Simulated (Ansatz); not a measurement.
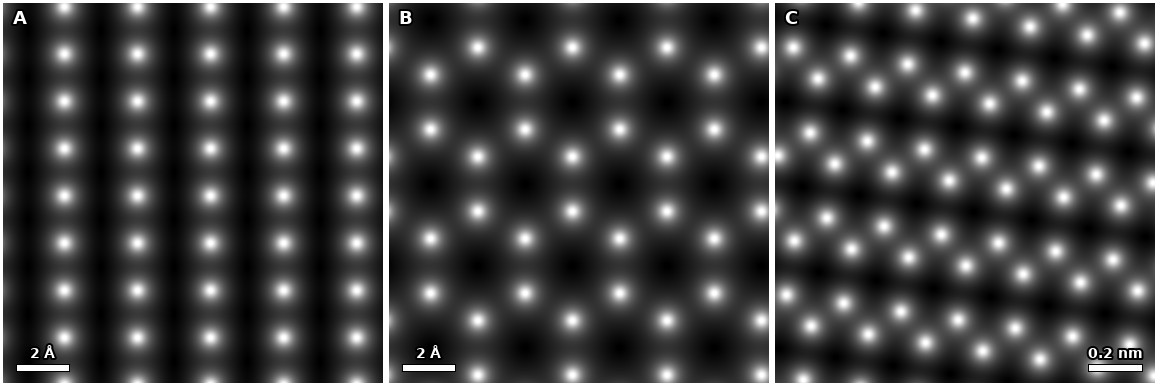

Three views of Y (P6_3/mmc, No. 194) along different zone axes. Computed as the sum of neutral-atom potentials (tabulated electron scattering factors, B = 0.5 Å²) projected along the beam and smoothed by 0.25 Å; brighter is more positive. The display is stretched by a gamma of 0.6; percentages refer to the linear signal. Structure used: the end point of a relaxation at fixed volume with Ansatz, DFT r2SCAN, scalar-relativistic, plane waves, PAW.

```yaml
crystal:
  lattice:
    - [3.66668, 0.00000, 0.00000]
    - [-1.83334, 3.17544, 0.00000]
    - [0.00000, 0.00000, 5.66666]
  atoms:
    - { symbol: Y, position: [0.33333, 0.66667, 0.75000] }
    - { symbol: Y, position: [0.66667, 0.33333, 0.25000] }
```

Match the panels to the zone axes [001], [201] and [210].

Answer. A is [210]: projected cell 1.83 × 2.83 Å, 90°, plane group p2mm. B is [001]: projected cell 3.67 × 3.67 Å, 120°, plane group p6mm. C is [201]: projected cell 2.24 × 3.37 Å, 109°, plane group c2mm.
